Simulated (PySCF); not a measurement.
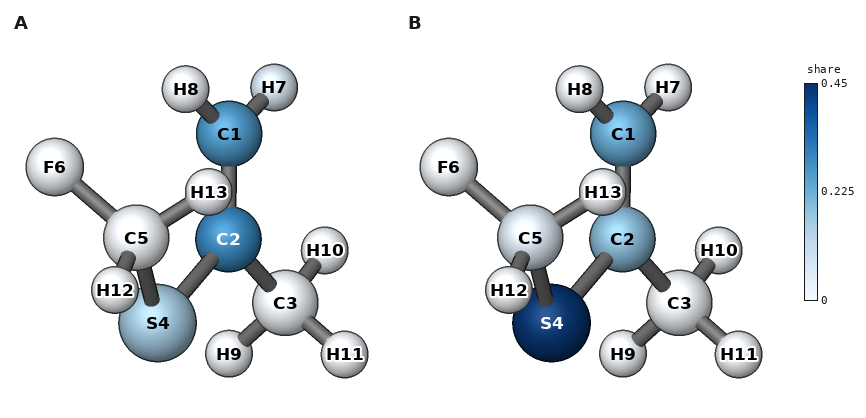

Each panel colours the atoms by their Löwdin share in one orbital (up to four of the largest shares; other atoms are shown as zero). The computed structure is the end point of a GFN2-xTB optimisation. No frequency run is at hand to confirm it as a minimum. Level of theory: ωB97X-D/def2-SVPD (PySCF 2.14.0).

Question: The panels show the HOMO, LUMO, in some order. Which is which?

Answer: A: LUMO, 1.74 eV; C2 0.29, C1 0.26, S4 0.15, H7 0.06
B: HOMO, −8.50 eV; S4 0.44, C1 0.23, C2 0.19, C5 0.05
